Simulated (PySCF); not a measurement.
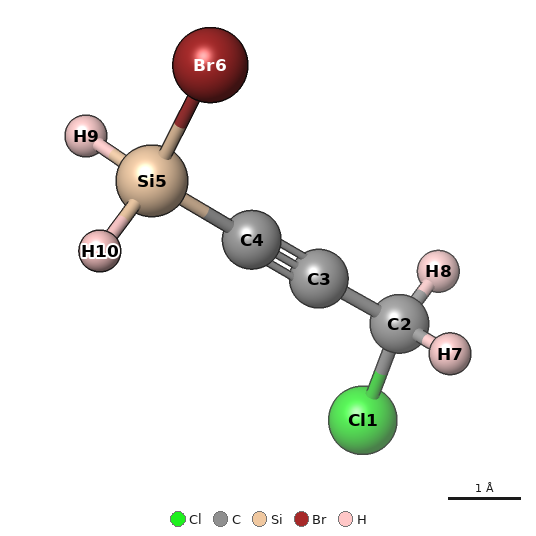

Orthographic view. Depth is shown by fading: the farther an atom, the more it takes the colour of the background. The geometry was computed by an optimisation with PBE0-D3(BJ)/def2-SVP. No frequency run is at hand to confirm it as a minimum.

Write a MOL file (V2000) with the atoms in numerical order, bonds sorted by atom number with the orders drawn, and coordinates in the frame of the picture: x right, y up, z towards the viewer, origin at the mean position.

```
C3H4BrClSi
                    3D

 10  9  0  0  0  0  0  0  0  0999 V2000
    1.1900   -2.3400   -2.1200 Cl  0  0  0  0  0  0  0  0  0  0  0  0
    1.7000   -1.0000   -1.0500 C   0  0  0  0  0  0  0  0  0  0  0  0
    0.5800   -0.3700   -0.3800 C   0  0  0  0  0  0  0  0  0  0  0  0
   -0.3500    0.1700    0.1900 C   0  0  0  0  0  0  0  0  0  0  0  0
   -1.7400    0.9900    1.0400 Si  0  0  0  0  0  4  0  0  0  0  0  0
   -0.9300    2.6000    2.3500 Br  0  0  0  0  0  0  0  0  0  0  0  0
    2.4100   -1.4100   -0.3100 H   0  0  0  0  0  0  0  0  0  0  0  0
    2.2400   -0.2700   -1.6700 H   0  0  0  0  0  0  0  0  0  0  0  0
   -2.6500    1.6100    0.0500 H   0  0  0  0  0  0  0  0  0  0  0  0
   -2.4600    0.0100    1.9000 H   0  0  0  0  0  0  0  0  0  0  0  0
  1  2  1  0
  2  3  1  0
  2  7  1  0
  2  8  1  0
  3  4  3  0
  4  5  1  0
  5  6  1  0
  5  9  1  0
  5 10  1  0
M  END
```
